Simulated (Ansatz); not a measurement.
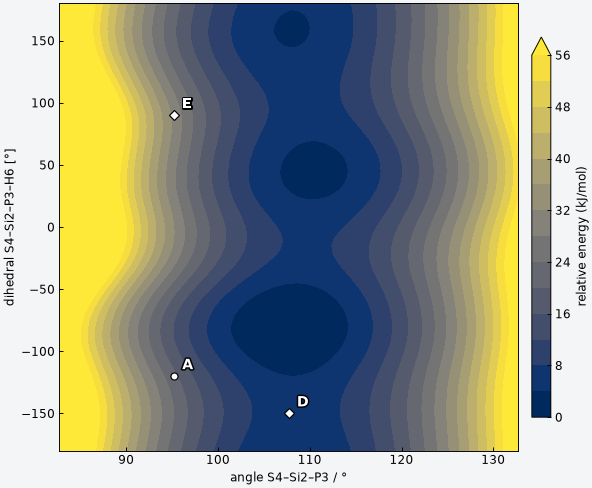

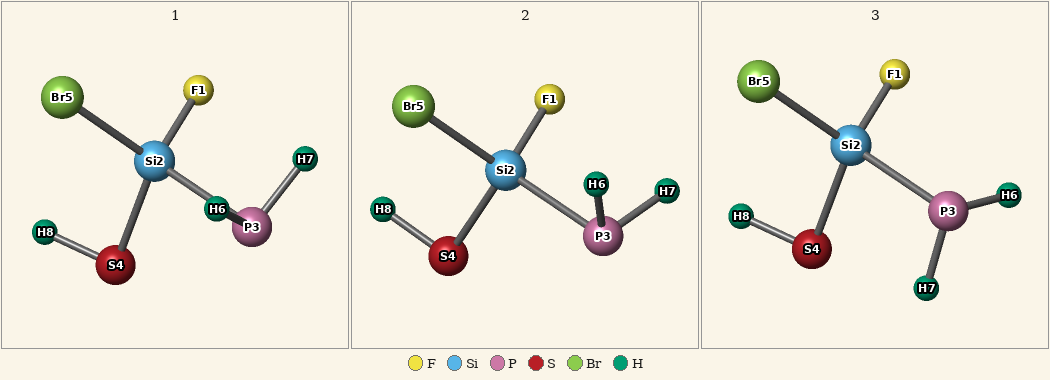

BrFH3PSSi, SMILES F[Si](P)(S)Br. 
- Coordinates scanned: (1) angle S4–Si2–P3; (2) dihedral S4–Si2–P3–H6.
- Nothing is relaxed (all other coordinates rigid).
- The scan uses a 13 × 12 grid.
- Points are written as (first, second).
- Energies are in kJ/mol, from the relaxed molecule at the same level.
- Computed with Ansatz 0.2.0, RKS BHLYP-D4/def2-SVP.

In the figure: filled contours, one colour for all values above the top of the scale, lettered points. Between grid points the surface is interpolated. The numbered pictures are the structures at these points, in random order.

Question: Which structure belongs to which point?

Answer: A is structure 1: (95.2°, −120°), 21 kJ/mol; D is structure 2: (107.7°, −150°), 6 kJ/mol; E is structure 3: (95.2°, 90°), 31 kJ/mol.
